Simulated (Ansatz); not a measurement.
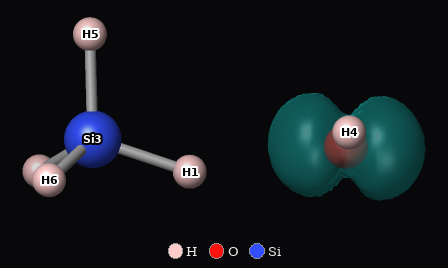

Figure 1: SiH4···OH (doublet). Isosurfaces of the spin density (α minus β) at +0.06 (teal) and −0.06 e/Å³ (pink), seen from one side.

Not at a stationary point (largest force 0.9 eV/Å).

Computed with Ansatz 0.2.0, UKS PBE0-D4/def2-SVP.

```yaml
atoms:
  - { symbol: H, position_ang: [-0.3361, -0.3900, -0.2753] }
  - { symbol: O, position_ang: [-0.8827, -2.3215, 0.7822] }
  - { symbol: Si, position_ang: [0.4668, 0.8091, -0.4195] }
  - { symbol: H, position_ang: [-1.4644, -1.7606, 1.3305] }
  - { symbol: H, position_ang: [1.2376, 1.0646, 0.8299] }
  - { symbol: H, position_ang: [-0.4312, 1.9715, -0.6852] }
  - { symbol: H, position_ang: [1.4099, 0.6269, -1.5625] }
```

Q: Where is the unpaired spin?

A: The unpaired spin (1 electron) lies mostly on O2 (about 0.9), in electrons by Hirshfeld's partition.
